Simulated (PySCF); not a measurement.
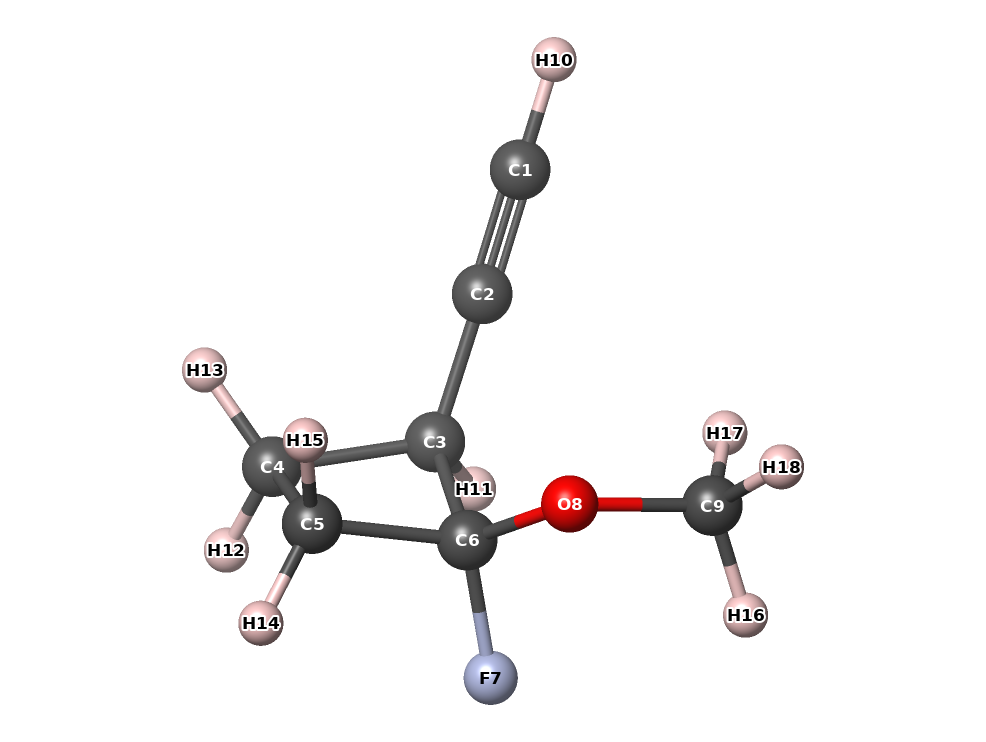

The geometry was computed by an optimisation with PBE0-D3(BJ)/def2-SVP. No frequency run is at hand to confirm it as a minimum. Electric field gradients from the ground-state density, PBE0/pcSseg-1 in dichloromethane (IEF-PCM) (PySCF 2.14.0), non-relativistic apart from any core potentials.

Give the largest field-gradient component, the quadrupole coupling constant and the asymmetry for 17O at O8 (Q = −25.6 mb), 2H at H10 (Q = 2.86 mb), 2H at H11 (Q = 2.86 mb), 2H at H12 (Q = 2.86 mb), 2H at H13 (Q = 2.86 mb).

```tsv
atom	V_zz (a.u.)	e²qQ/h (MHz)	η
O8	1.910	−11.49	0.86
H10	0.340	0.228	0.00
H11	0.284	0.191	0.03
H12	0.291	0.195	0.01
H13	0.294	0.197	0.01
```
